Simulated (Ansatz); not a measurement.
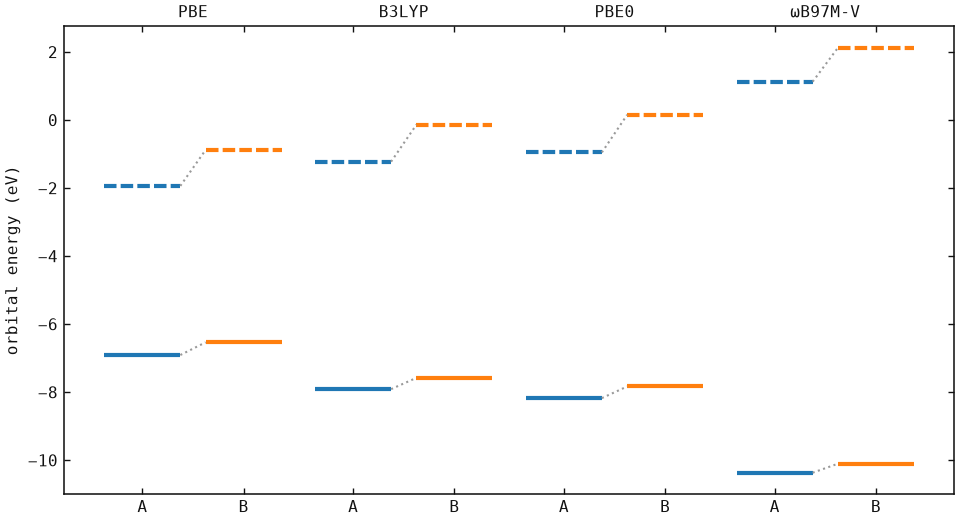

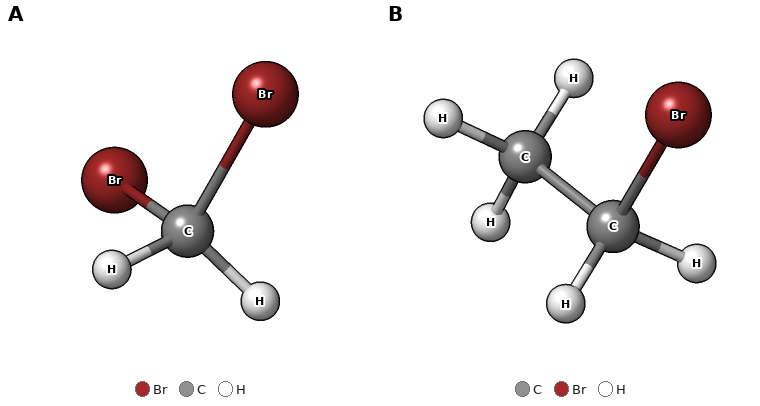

One change: A, CH₂Br₂ (SMILES BrCBr), becomes B, C₂H₅Br (SMILES CCBr). Br on C is replaced by CH₃. HOMO (solid) and LUMO (dashed) computed in def2-TZVPP at PBE0-D4/def2-TZVP geometries, both minima by their frequencies, gas phase, the Ansatz code. Empty levels above zero depend strongly on the basis.

**What does the change do to HOMO and LUMO?**

PBE: the HOMO rises by 0.37 eV, the LUMO rises by 1.06 eV, and the separation goes from 4.97 to 5.66 eV. B3LYP: the HOMO rises by 0.33 eV, the LUMO rises by 1.09 eV, and the separation goes from 6.68 to 7.44 eV. PBE0: the HOMO rises by 0.34 eV, the LUMO rises by 1.11 eV, and the separation goes from 7.22 to 7.99 eV. ωB97M-V: the HOMO rises by 0.26 eV, the LUMO rises by 1.00 eV, and the separation goes from 11.49 to 12.23 eV.

**Do the functionals agree on the effect?**

They agree on the direction for both levels; the HOMO shift lies between 0.26 and 0.37 eV and the LUMO shift between 1.00 and 1.11 eV, while the separations themselves differ by up to 6.6 eV between functionals.
